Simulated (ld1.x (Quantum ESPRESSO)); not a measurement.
## Pseudopotential generation: Pd (part 2 of 2)

The same run, continued: palladium (Pd, Z = 46), core [Ar] 3d10, reference valence 4s2 4p6 4d9 5s0 5p0 (an ion of charge +1), valence charge 18. Method: ultrasoft potential, PBE, non-relativistic, made with ld1.x (Quantum ESPRESSO) 7.5.

## Output of the test run (extracts), continued
```
     ---------------------- Testing the pseudopotential ----------------------

     Pd

     atomic number is 46.00   valence charge is 18.00
     dft =PBE   lsd =0 sic =0 latt =0  beta=0.20 tr2=1.0E-14
     mesh =1235 r(mesh) =  99.12271 xmin = -7.00 dx = 0.01250

     n l     nl             e AE (Ry)        e PS (Ry)    De AE-PS (Ry)
     1 0     4S   1( 2.00)       -6.04823       -6.12640        0.07817  !
     2 1     4P   1( 6.00)       -3.88495       -3.96290        0.07795  !
     3 2     4D   1( 9.00)       -0.52206       -0.59576        0.07370  !
     2 0     5S   1( 1.00)       -0.29142       -0.22326       -0.06816  !
     3 1     5P   1( 0.00)       -0.05974       -0.06473        0.00500

     eps = 1.5E-15  iter = 21

     Etot =   -9879.433139 Ry,   -4939.716569 Ha, -134416.535513 eV
     Etotps =  -275.373274 Ry,    -137.686637 Ha,   -3746.644260 eV
     dEtot_ae =      -0.520408 Ry
     dEtot_ps =      -0.411283 Ry,   Delta E=      -0.109125 Ry

     Ekin =      86.006304 Ry,      43.003152 Ha,    1170.175380 eV
     Encl =    -552.263306 Ry,    -276.131653 Ha,   -7513.925062 eV
     Ehrt =     219.495348 Ry,     109.747674 Ha,    2986.386351 eV
     Ecxc =     -49.108351 Ry,     -24.554176 Ha,    -668.153154 eV
     (Ecc =     -20.933144 Ry,     -10.466572 Ha,    -284.809940 eV)
     Epseu=      20.496730 Ry,      10.248365 Ha,     278.872225 eV

     ---------------------- End of pseudopotential test ----------------------

     ---------------------- Testing the pseudopotential ----------------------

     Pd

     atomic number is 46.00   valence charge is 18.00
     dft =PBE   lsd =0 sic =0 latt =0  beta=0.20 tr2=1.0E-14
     mesh =1235 r(mesh) =  99.12271 xmin = -7.00 dx = 0.01250

     n l     nl             e AE (Ry)        e PS (Ry)    De AE-PS (Ry)
     1 0     4S   1( 2.00)       -6.71455       -6.71989        0.00534  !
     2 1     4P   1( 5.00)       -4.54470       -4.54477        0.00008
     3 2     4D   1(10.00)       -1.14812       -1.14650       -0.00162
     2 0     5S   1( 0.00)       -0.76901       -0.60934       -0.15967  !
     3 1     5P   1( 0.00)       -0.44965       -0.38962       -0.06002  !

     eps = 5.0E-15  iter = 14

     Etot =   -9875.530424 Ry,   -4937.765212 Ha, -134363.436380 eV
     Etotps =  -271.578946 Ry,    -135.789473 Ha,   -3695.019805 eV
     dEtot_ae =       3.382306 Ry
     dEtot_ps =       3.383044 Ry,   Delta E=      -0.000739 Ry

     Ekin =      84.856890 Ry,      42.428445 Ha,    1154.536807 eV
     Encl =    -540.997709 Ry,    -270.498854 Ha,   -7360.648808 eV
     Ehrt =     209.596852 Ry,     104.798426 Ha,    2851.710446 eV
     Ecxc =     -48.673639 Ry,     -24.336819 Ha,    -662.238592 eV
     (Ecc =     -20.933144 Ry,     -10.466572 Ha,    -284.809940 eV)
     Epseu=      23.638659 Ry,      11.819330 Ha,     321.620342 eV

     ---------------------- End of pseudopotential test ----------------------
```

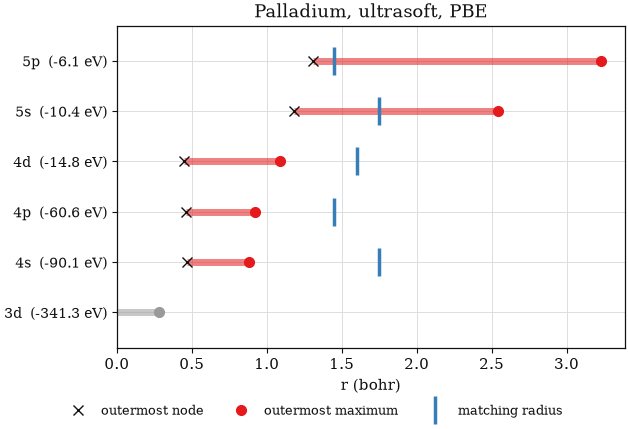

**Figure 2.** Outer shells of the all-electron reference atom: each bar runs from the outermost node (or the nucleus) to the outermost maximum of u(r); the tick is the radius chosen for the pseudo-wave. Shells without a tick have no pseudo-wave of their own. Levels, nodes and maxima are from ld1.x, non-relativistic.

- Radii against the shells: 4s: 1.75 bohr, outside the maximum; 4p: 1.45 bohr, outside the maximum; 4d: 1.60 bohr, outside the maximum; 5s: 1.75 bohr, between node and maximum; 5p: 1.45 bohr, between node and maximum. In the spherical-Bessel test 4p stands at −5.518 Ry at the top cutoff of 400 Ry against −4.458 Ry all-electron. No cutoff can be given, and the search for ghost states has no verdict. The s channel couldn't be tested for ghost states or cutoffs, since the overlap operator isn't positive definite there.

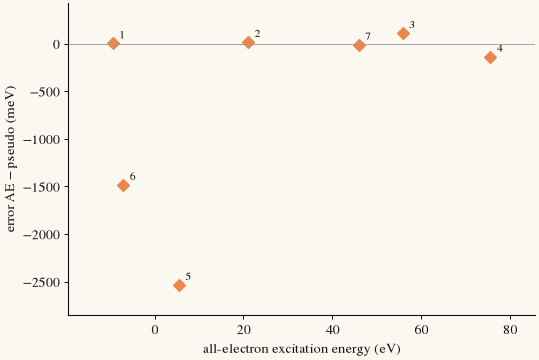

**Figure 3.** Errors, all-electron minus pseudo, of the energies of valence configurations relative to the unpolarised reference 4s2 4p6 4d9 5s0 5p0. Points: 1 = 4s2 4p6 4d10 5s0 5p0; 2 = 4s2 4p6 4d8 5s0 5p0; 3 = 4s2 4p6 4d7 5s0 5p0; 4 = 4s1 4p6 4d10 5s0 5p0; 5 = 4s2 4p6 4d8 5s1 5p0; 6 = 4s2 4p6 4d9 5s1 5p0; 7 = 4s2 4p5 4d10 5s0 5p0.

- Worst configuration: 4s2 4p6 4d8 5s1 5p0 (charge +1): the error is -2533 meV on an all-electron energy of +5.54 eV relative to the reference, or 46 %.
- Configurations within 10 meV and within 50 meV: 1 and 3 of 7.
- Errors in meV: 4s2 4p6 4d10 5s0 5p0: +4.0; 4s2 4p6 4d8 5s0 5p0: +19; 4s2 4p6 4d7 5s0 5p0: +110; 4s1 4p6 4d10 5s0 5p0: -137; 4s2 4p6 4d8 5s1 5p0: -2533; 4s2 4p6 4d9 5s1 5p0: -1485; 4s2 4p5 4d10 5s0 5p0: -10.

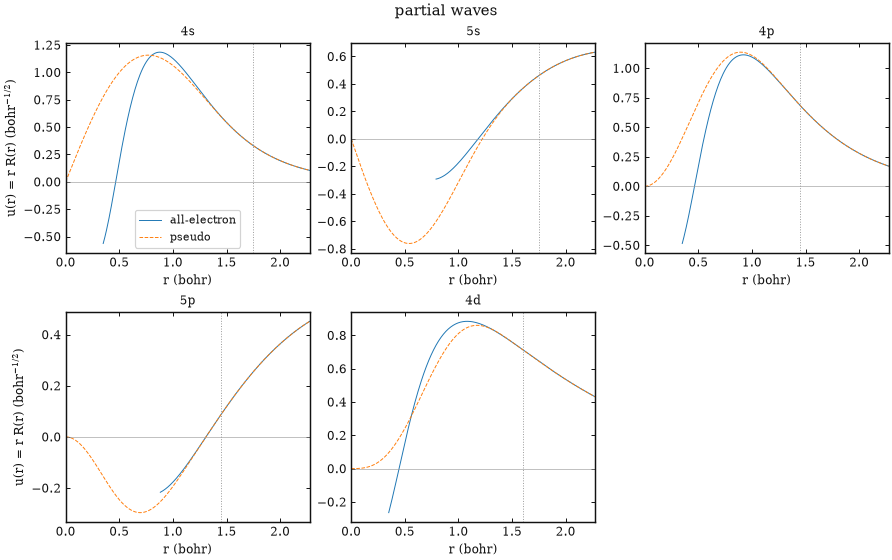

**Figure 4.** Partial waves u(r) = r R(r), all-electron (solid) and pseudo (dashed). Dotted lines mark the matching radii. The innermost oscillations of some all-electron curves aren't drawn. Pseudo-waves: 4s has no node; 5s has a node at about 1.2 bohr; 4p has no node; 5p has a node at about 1.3 bohr; 4d has no node. A node in 5s and 5p is allowed, since a lower shell of the same l is also in the valence.

## Summary

- outcome: generated; the Bessel test doesn't meet the 4p level
- largest excitation error: -2533 meV (all-electron minus pseudo) for 4s2 4p6 4d8 5s1 5p0, out of 7 test configurations
- lowest eigenvalue of the overlap operator S in a Bessel basis (separate test): -0.0012 (s channel)
- range over which the phases arctan(r u′/u) at the test radius agree within 0.05 rad (a looser test near the poles than one of phase shifts): s: nowhere near the reference energy; p: nowhere near the reference energy; d: up to about 4.5 Ry
- wall time: 2 s

## Notes

An excitation error of 2533 meV in its own tests makes this a poorly transferable potential. In the reference test the empty 5s level comes out at −0.608 Ry against −0.762 Ry all-electron. In the spherical-Bessel test 4p stands at −5.518 Ry at the top cutoff of 400 Ry against −4.458 Ry all-electron. No cutoff can be given, and the search for ghost states has no verdict. The s channel couldn't be tested for ghost states or cutoffs, since the overlap operator isn't positive definite there. The overlap operator is close to singular, which makes the set fragile in plane-wave runs.
